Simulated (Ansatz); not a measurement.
Cost and result by functional for the surface energy of the (221) surface of bcc Li in its 1x1 cell, outermost plane spacing 0.57 Å in the ideal cut, in Ansatz (plane waves, PAW). Single points on the PBE structure, on one kind of machine; costs are rough ratios of the slab run's core time (references not counted) to the cheapest single point. r2SCAN's cost holds its higher cutoff (500 against 420 eV). Differences are taken against r2SCAN for comparison alone: no measured value is at hand, so the table doesn't rank accuracy.

Set-up: 19 atoms, 10.3 Å thick at the start (thin: gaps and levels are the slab's own); mesh 8x5x1; 0.1 eV smearing; dipole correction on; all atoms relaxed; held to the part of the start's symmetry that mesh and held atoms allow; no spin, no spin-orbit, no U. These notes are the PBE run's.

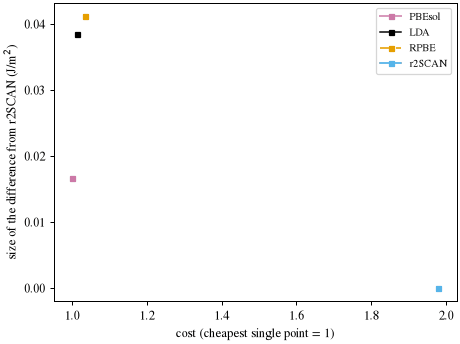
Figure: Difference from r2SCAN against cost

```
functional                     relative cost  surface energy (J/m²)  less r2SCAN (J/m²)
-----------------------------  -------------  ---------------------  ------------------
PBEsol                                     1                   0.55                0.02
LDA                                        1                   0.58                0.04
RPBE                                       1                   0.50               -0.04
r2SCAN                                     2                   0.54                0.00
PBE (the relaxed run's value)              –                   0.53               -0.01
```

The values span 0.08 J/m², while the single points' costs differ by a factor of roughly 2. Differences are of unrounded values.

Ansatz is a program for electronic structure.
